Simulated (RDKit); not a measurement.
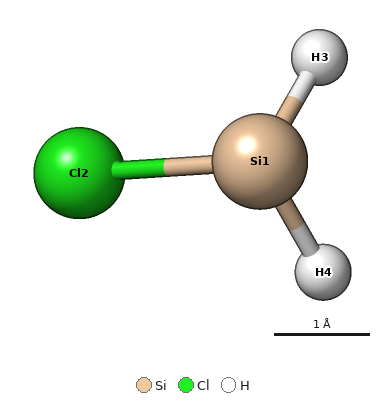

The structure as given in the input (ball-and-stick view, seen at a tilt; atoms are numbered from 1 in the order of the input). Bond lengths as drawn: Cl–Si 2.29 Å and H–Si 1.49 Å.

**SiH2Cl (charge −1): single-point calculation**

System: SiH2Cl, charge −1, SMILES [SiH2-]Cl.
Method: UFF (RDKit 2026.09.1).

The geometry comes from this level: GFN2-xTB.

## Output
```
[19:47:45] UFFTYPER: Unrecognized charge state for atom: 0
UFF energy 12.17590 kcal/mol, gradient norm 127.6658 kcal/mol/angstrom
```

This output came from the following input.

## Input (ff.py)
```python
import json
import numpy as np
from rdkit import Chem
from rdkit.Chem import AllChem

mol = Chem.MolFromMolFile("mol.sdf", removeHs=False)
symbols = [a.GetSymbol() for a in mol.GetAtoms()]
start = mol.GetConformer().GetPositions().copy()

ff = AllChem.UFFGetMoleculeForceField(mol)
e = ff.CalcEnergy()
g = np.array(ff.CalcGrad()).reshape(-1, 3)
print(f"UFF energy {e:.5f} kcal/mol, gradient norm {np.linalg.norm(g):.4f} kcal/mol/angstrom")
json.dump(dict(symbols=symbols, start=start.tolist(), energy=e, gradient=g.tolist()), open("results.json", "w"))
```

## File mol.sdf
```

     RDKit          3D

  4  3  0  0  0  0  0  0  0  0999 V2000
   -0.4879    0.4312    0.2539 Si  0  0  0  0  0  3  0  0  0  0  0  0
    1.6721   -0.1225    0.7745 Cl  0  0  0  0  0  0  0  0  0  0  0  0
   -0.9711   -0.9776    0.1654 H   0  0  0  0  0  0  0  0  0  0  0  0
   -0.2132    0.6688   -1.1938 H   0  0  0  0  0  0  0  0  0  0  0  0
  2  1  1  0
  3  1  1  0
  4  1  1  0
M  CHG  1   1  -1
M  END
$$$$
```

Command:
```bash
python ff.py
```

## Summary

- outcome: converged
- total energy: 0.019404 hartree
- largest force: 4.313 eV/Å
- hardware: 1 thread of Intel Xeon (Sapphire Rapids), 16 GiB of memory available, shared host
- peak memory: 0.074 GiB
